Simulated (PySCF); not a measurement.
# MoO₂Cl₂: relaxation and vibrations of the singlet

The task is one start of a wider search on MoO₂Cl₂: the singlet, from a see-saw (ligand arrangement 1) start. It is relaxed, tested by its Hessian and followed downhill if it is a saddle.

Program: PySCF 2.14.0. Level of theory: PBE, basis Mo def2-SVP with ECP28, O def2-SVP, Cl def2-SVP, scalar-relativistic core potentials, no spin–orbit coupling, density fitting. These are calculated values, not measurements.

### 1 The starting structure

5 atoms, charge 0, spin multiplicity 1.

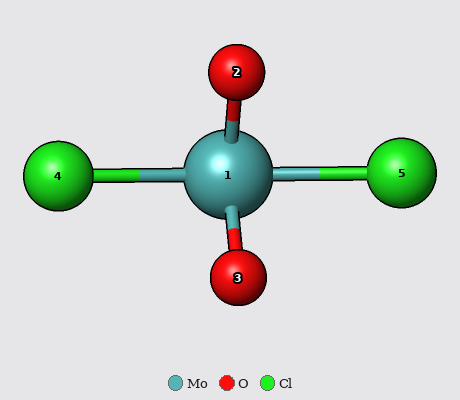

As it starts; molybdenum teal, oxygen red, chlorine green; atoms are numbered from 1 in the order of the file.

```xyz
5
charge 0 multiplicity 1
Mo    0.0000    0.0000    0.0000
O     1.4027    0.0000    1.0959
O    -1.4027    0.0000    1.0959
Cl    0.0000    2.3610    0.2066
Cl    0.0000   -2.3610    0.2066
```

### 2 Finding the electronic state

One driver script runs all steps and calls PySCF; scf.py shows how it sets up the SCF of each step. The optimiser is the driver's own. After this first run the driver tries any further starts and a stability analysis.

scf.py

```python
from pyscf import gto, scf, dft
mol = gto.M(atom='''
Mo     0.000000     0.000000     0.000000
O      1.402700     0.000000     1.095900
O     -1.402700     0.000000     1.095900
Cl     0.000000     2.361000     0.206600
Cl    -0.000000    -2.361000     0.206600''',
    basis={'Mo': 'def2-SVP', 'O': 'def2-SVP', 'Cl': 'def2-SVP'},
    ecp={'Mo': 'def2-SVP'},
    charge=0, spin=0)
mf = dft.RKS(mol, xc='PBE')
mf.grids.atom_grid = (50, 194)
aux = {'Mo': 'def2-universal-JKFIT', 'O': 'def2-universal-JKFIT', 'Cl': 'def2-universal-JKFIT'}
mf = mf.density_fit(auxbasis=aux)
mf.conv_tol = 1e-08
mf.diis_space = 10
mf.max_cycle = 60
mf.init_guess = 'minao'
mf.verbose = 4
mf.kernel()
```

Command:

```
OMP_NUM_THREADS=2 python axn.py task.json out
```

Further steps of the session: Relaxation: see-saw (ligand arrangement 1) start, singlet; Hessian and properties.

Before running it: what results should come out? Wanted: minimum; geometry; wavenumbers; dipole moment; highest occupied, lowest empty level; polar-tensor charge of Mo1; zero-point energy; atomisation energy.

**Answer**, as computed:

| quantity | value |
| --- | --- |
| minimum | singlet, C2v |
| geometry | Mo–Cl 2.270 Å (×2), Mo–O 1.687 Å (×2); Cl–Mo–Cl 112.3°, Cl–Mo–O 109.5° (×4), O–Mo–O 106.5° |
| wavenumbers (cm⁻¹) | 114 (a1), 173 (b2), 206 (a2), 234 (b1), 336 (a1), 420 (a1), 442 (b1), 996 (b2), 1015 (a1) |
| dipole moment | 1.23 D |
| highest occupied, lowest empty level | -8.27, -4.53 eV |
| polar-tensor charge of Mo1 | +1.85 e |
| zero-point energy | 23.5 kJ/mol |
| entropy at 298.15 K | 340.8 J/(mol K) |
| atomisation energy (no zero-point energy) | 2219 kJ/mol |

The see-saw (ligand arrangement 1) start keeps its C2v symmetry and ends in a minimum. In the infrared the band at 996 cm⁻¹ (b2, stretch) leads. Only this shape and spin were tried, so other structures or states may lie lower.
